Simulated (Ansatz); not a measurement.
**SiH2ClO (SMILES O[SiH]Cl) at UMP2/STO-3G**

What is the vertical doublet–quartet gap of SiH2ClO at UMP2/STO-3G? 

The calculation is run with Ansatz 0.2.0.

70 further runs of the same task are left out: 1 that didn't finish, 69 set aside as unsound or not needed.

### Step 1. The molecule

SiH2ClO: 5 atoms, total charge 0, spin state doublet. SMILES: `O[SiH]Cl`. The coordinates come from a PBE0-D4/def2-TZVP relaxation. This is one conformer, not always the lowest.

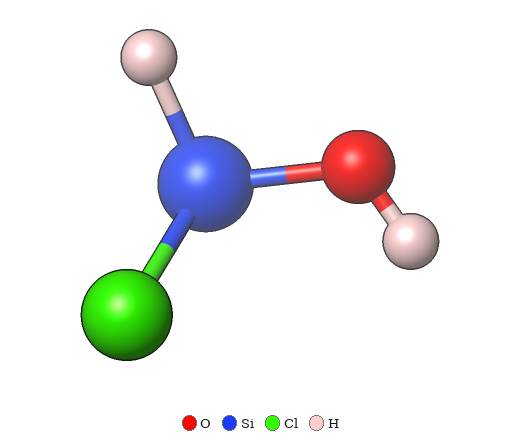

Viewed from a chosen angle; oxygen red, silicon blue, chlorine green, hydrogen pink.

### Step 2. The energy at UMP2/STO-3G

File molecule.yaml:

```yaml
crystal:
  periodic: [false, false, false]
  atoms:
    - {symbol: O, position_ang: [-0.806100, -0.432000, -0.746500]}
    - {symbol: Si, position_ang: [-0.092300, 0.479800, 0.414000]}
    - {symbol: Cl, position_ang: [1.606600, -0.440800, 1.143600]}
    - {symbol: H, position_ang: [-1.024100, -1.343200, -0.540000]}
    - {symbol: H, position_ang: [0.316000, 1.736300, -0.271100]}
basis:
  gaussian: {orbitals: STO-3G}
magnetization: {spin_polarized: true, initial_magnetization: 1}
correlation: {method: mp2, frozen_orbitals: {Cl: 5, H: 0, O: 1, Si: 5}}
accuracy: high
```

Launch:

```sh
$ ansatz run molecule.yaml --threads 1 --pin off --max-ram 2610MiB --events-out events.jsonl --progress --plain --runs-dir runs
```

The program printed:

```text
Warning: RAYON_NUM_THREADS=1 ignored (pool sized by the plan → 1); use --threads N
Functional definition: HF
  name "HF"
  exchange = exact_x
  correlation = 0
460 factors; integrals over basis functions are off by at most 3.1e-8 eV
mean field evaluation 1: about -22181.0025 eV, gradient 1.4e1 eV
mean field evaluation 2: about -22181.0647 eV, gradient 1.4e1 eV
mean field evaluation 4: about -22182.8760 eV, gradient 1.3e0 eV
mean field evaluation 8: about -22182.9143 eV, gradient 2.1e-4 eV
mean field -22182.91278159 eV, -815.2070086051 hartree, gradient 2.0e-8 eV, S^2 0.753429; 0 other end points of the search recorded, 0 dependent functions left out
11 core orbitals not correlated: weight in the atoms' cores, before any rotation towards them, 1.000 or more for the frozen orbitals, at most 0.000 for the correlated occupied ones
reference -22182.91278159 eV, -815.2070086051 hartree; 10, 9 occupied and 4, 5 virtual orbitals, 460 factors
second order -1.85348173 eV of doubles, -0.00000000 eV of singles
Total energy: -22184.76626332 eV, -815.2751228023 hartree
```

It took 0.2 s on 1 thread of Arm Neoverse V2, shared host.

### Step 3. The quartet at the same level

File job.yaml:

```yaml
crystal:
  periodic: [false, false, false]
  atoms:
    - {symbol: O, position_ang: [-0.806100, -0.432000, -0.746500]}
    - {symbol: Si, position_ang: [-0.092300, 0.479800, 0.414000]}
    - {symbol: Cl, position_ang: [1.606600, -0.440800, 1.143600]}
    - {symbol: H, position_ang: [-1.024100, -1.343200, -0.540000]}
    - {symbol: H, position_ang: [0.316000, 1.736300, -0.271100]}
basis:
  gaussian:
    orbitals: STO-3G
correlation:
  method: mp2
  frozen_orbitals: {Cl: 5, H: 0, O: 1, Si: 5}
magnetization:
  spin_polarized: true
  initial_magnetization: 3
accuracy: high
```

Launch:

```sh
$ ansatz run job.yaml --threads 1 --pin off --max-ram 2610MiB --events-out events.jsonl --progress --plain --runs-dir runs
```

The program printed, cut to the lines that bear on the results:

```text
Warning: RAYON_NUM_THREADS=1 ignored (pool sized by the plan → 1); use --threads N
[... 2 set-up lines as earlier in the session ...]
[...]
460 factors; integrals over basis functions are off by at most 3.1e-8 eV
[...]
mean field -22173.79713657 eV, -814.8720148293 hartree, gradient 2.5e-8 eV, S^2 3.754920; 7 other end points of the search recorded, 0 dependent functions left out
11 core orbitals not correlated: weight in the atoms' cores, before any rotation towards them, 1.000 or more for the frozen orbitals, at most 0.000 for the correlated occupied ones
reference -22173.79713657 eV, -814.8720148293 hartree; 11, 8 occupied and 3, 6 virtual orbitals, 460 factors
second order -1.18520189 eV of doubles, -0.00000000 eV of singles
Total energy: -22174.98233846 eV, -814.9155701954 hartree
```

Run time: 0.5 s. Hardware: 1 thread of Arm Neoverse V2, shared host.

### Step 4. Summary of results

At UMP2/STO-3G, 11 core orbitals frozen:

| quantity | value |
| --- | --- |
| doublet: total energy | -815.27512 Eh |
| doublet: correlation energy (11 core orbitals frozen) | -68.1 mEh |
| doublet: ⟨S²⟩ of the reference determinant | 0.753 |
| quartet: total energy | -814.91557 Eh |
| quartet: correlation energy (11 core orbitals frozen) | -43.6 mEh |
| quartet: ⟨S²⟩ of the reference determinant | 3.755 |
| vertical energy of the quartet above the doublet | 9.784 eV |

**Reading.** At this shape the quartet lies 9.78 eV (226 kcal/mol) above the doublet. In a minimal basis such a difference can be off by several eV, whatever the method.
